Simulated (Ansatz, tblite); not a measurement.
# Trans-[TiF2(H2O)4]+ (F2H8O4Ti+): rung by rung

Aim: run the doublet of trans-[TiF2(H2O)4]+ (F2H8O4Ti+) at one geometry on many levels, and compare frontier levels, spin and run time.

Program: Ansatz 0.2.0, Gaussian basis. Level of theory: as each input shows. These are calculated values, not measurements.

Plan: GFN1-xTB, GFN2-xTB, PBE-D4/def2-TZVP, r2SCAN-D4/def2-TZVP, B2PLYP/def2-TZVP, LDA/def2-TZVP, LC-ωPBE/def2-TZVP, PBE-D4/def2-SVP, PBE0-D4/def2-SVP, HF/STO-3G, MP2/def2-TZVP, RPA/def2-TZVP.

2 further runs of the same task are left out: 2 set aside as unsound or not needed. Runs told in other sessions of the task aren't counted.

## 1. The geometry

The geometry is that of the doublet, from an earlier relaxation (B3LYP-D4/def2-SVP).

15 atoms, charge 1, spin multiplicity 2.

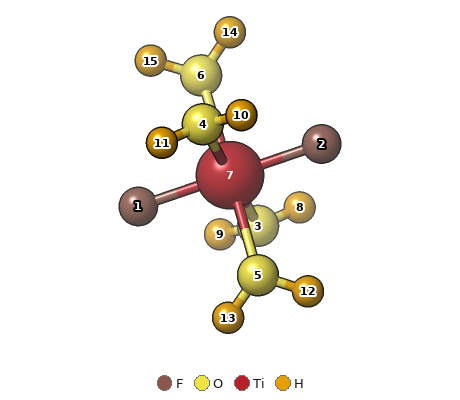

The structure; fluorine brown, oxygen yellow, titanium red, hydrogen amber; atoms are numbered from 1 in the order of the file.

No spin-orbit coupling is included. The ion is computed in the gas phase, without counter-ions or solvent.

PBE0-D4/def2-TZVP was run before; its log isn't repeated, and its numbers join the tables.

## 2. GFN1-xTB

Tight binding, by tblite at 300 K electronic temperature and without a spin-polarisation term:

```python
tblite.interface.Calculator('GFN1-xTB', numbers, positions, charge=1, uhf=1).singlepoint()
```

Energy -935.3762 eV; 0.01 s.

## 3. GFN2-xTB

Tight binding, by tblite at 300 K electronic temperature and without a spin-polarisation term:

```python
tblite.interface.Calculator('GFN2-xTB', numbers, positions, charge=1, uhf=1).singlepoint()
```

Energy -850.5350 eV; 0.005 s.

## 4. PBE-D4/def2-TZVP

start.molden holds the orbitals of an earlier run on this state, given as this run's starting guess.

Contents of in.yaml:

```yaml
crystal:
  periodic: [false, false, false]
  atoms:
    - {symbol: F, position_ang: [-0.004184, 0.021888, 1.796746]}
    - {symbol: F, position_ang: [0.004660, -0.021980, -1.796872]}
    - {symbol: O, position_ang: [2.186635, -0.049434, -0.002056]}
    - {symbol: O, position_ang: [-2.186737, 0.049376, -0.015120]}
    - {symbol: O, position_ang: [0.049371, 2.186589, -0.019055]}
    - {symbol: O, position_ang: [-0.049630, -2.186448, 0.035880]}
    - {symbol: Ti, position_ang: [-0.000080, -0.000025, -0.000078]}
    - {symbol: H, position_ang: [2.639113, -0.405218, -0.782630]}
    - {symbol: H, position_ang: [2.647204, -0.396669, 0.777559]}
    - {symbol: H, position_ang: [-2.634130, 0.382411, -0.808555]}
    - {symbol: H, position_ang: [-2.652191, 0.419147, 0.751116]}
    - {symbol: H, position_ang: [0.408138, 2.638927, -0.798272]}
    - {symbol: H, position_ang: [0.393866, 2.647145, 0.761852]}
    - {symbol: H, position_ang: [-0.409571, -2.659898, -0.730133]}
    - {symbol: H, position_ang: [-0.392493, -2.625800, 0.829627]}
basis:
  gaussian: {orbitals: def2-TZVP, initial_orbitals: start.molden}
total_charge: 1
magnetization: {spin_polarized: true, initial_magnetization: 1}
hamiltonian: {xc: pbe, dispersion: d4}
scf: {omitted_lower_state_checks: [starts]}
output: {forces: true, orbitals: {seedname: orbitals}}
```

Started as:

```bash
ansatz run in.yaml --threads 4 --pin off --events-out ev --progress --plain --max-ram 4787MiB
```

The runs that follow: r2SCAN-D4/def2-TZVP; B2PLYP/def2-TZVP; LDA/def2-TZVP; LC-ωPBE/def2-TZVP; PBE-D4/def2-SVP; PBE0-D4/def2-SVP; HF/STO-3G; MP2/def2-TZVP; RPA/def2-TZVP.

**Question.** What will the summary of the whole plan be? Wanted: gap in def2-TZVP, named functionals, smallest and largest; correlation energy, MP2/def2-TZVP; ⟨S²⟩ in def2-TZVP, named functionals, smallest and largest; PBE0 total energy, smallest basis above largest.

**Answer**, as computed:

| quantity | value |
| --- | --- |
| gap in def2-TZVP, named functionals, smallest and largest | 0.68 eV (LDA), 10.43 eV (LC-ωPBE) |
| correlation energy, MP2/def2-TZVP | -49.41 eV |
| ⟨S²⟩ in def2-TZVP, named functionals, smallest and largest | 0.752, 0.753 |
| PBE0 total energy, smallest basis above largest | 19.78 eV (def2-SVP, def2-TZVP) |

What this shows: Over the named functionals in def2-TZVP the gap runs from 0.68 eV (LDA) to 10.43 eV (LC-ωPBE); exact exchange widens it.
